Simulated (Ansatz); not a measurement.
## Electronic structure of ClGeH3 in real space

Input

```
crystal:
  periodic: [false, false, false]
  atoms:
    - { symbol: Ge, position_ang: [0.0, 0.0, 0.0] }
    - { symbol: Cl, position_ang: [0.0, 0.0, 2.22] }
    - { symbol: H, position_ang: [1.4616, 0.0, -0.5162] }
    - { symbol: H, position_ang: [-0.73, 1.2648, -0.5162] }
    - { symbol: H, position_ang: [-0.73, -1.2648, -0.5162] }
basis:
  gaussian: { orbitals: def2-mTZVP }
hamiltonian:
  xc: pbe
relax:
  f_tol: 0.02
  max_steps: 40
output:
  orbitals: {}
```

Command:

```sh
ansatz run input.yaml --threads 1 --pin off --max-ram 2048MiB --backend cpu --events-out ev --progress --plain --runs-dir out
```

The fields are those of the run's last geometry, not of the input's.

The calculation used RKS PBE/def2-mTZVP in Ansatz 0.2.0.

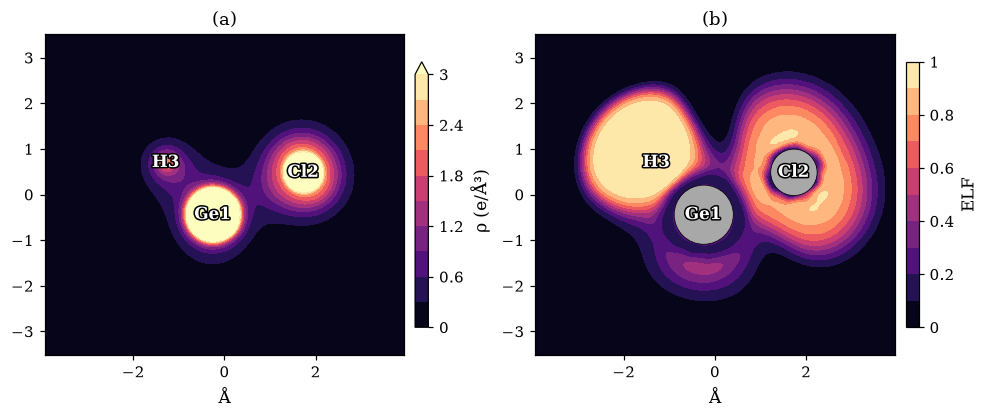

Figure 1. (a) total electron density; (b) electron localisation function on the plane of atoms Cl2, Ge1 and H3. Grey discs cover the atomic cores in the ELF map.

Question: Read the bonding off the picture.

Answer:
- The section cuts through Ge, Cl and H sites.
- Ge–Cl (2.18 Å): ρ is about 0.7 e/Å³ halfway; the ELF peaks at about 0.80 in the valence shell of Cl, 1.0 Å from its nucleus, and is about 0.65 at the midpoint.
- Ge–H (1.54 Å): ρ is about 1 e/Å³ halfway; the ELF climbs to about 1 towards the hydrogen.
- The ELF also peaks beside Cl2, away from the bonds: lone-pair regions.

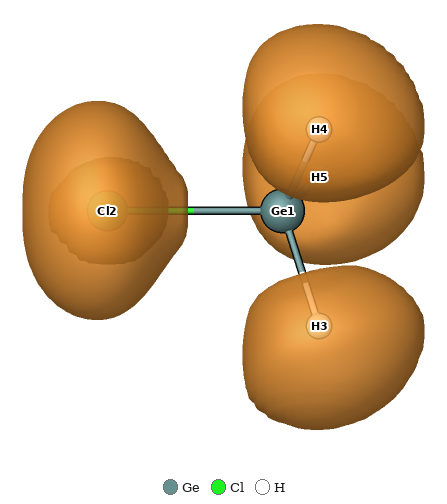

Figure 2. Isosurface of the ELF at 0.75 (orange), seen from one side. Core shells and regions of very low density are left out.

Question: What do the ELF domains correspond to?

Answer: The surface consists of three regions around hydrogen nuclei and one region wrapped around Cl (its valence shell).

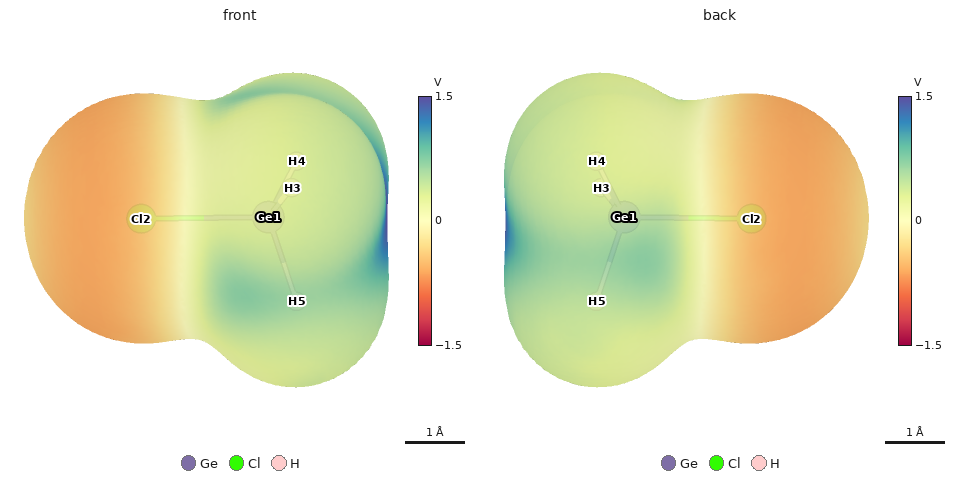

Figure 3. The molecular electrostatic potential painted on the density surface at 0.001 e/bohr³, seen from the front and from behind; red is negative and blue positive.

Question: Which sites attract a positive test charge, and which a negative one?

Answer: A positive charge is drawn to the negative regions and a negative charge to the positive ones. The most negative region (about −0.6 V) lies over Cl2, the most positive (about +1.4 V) over Ge1.
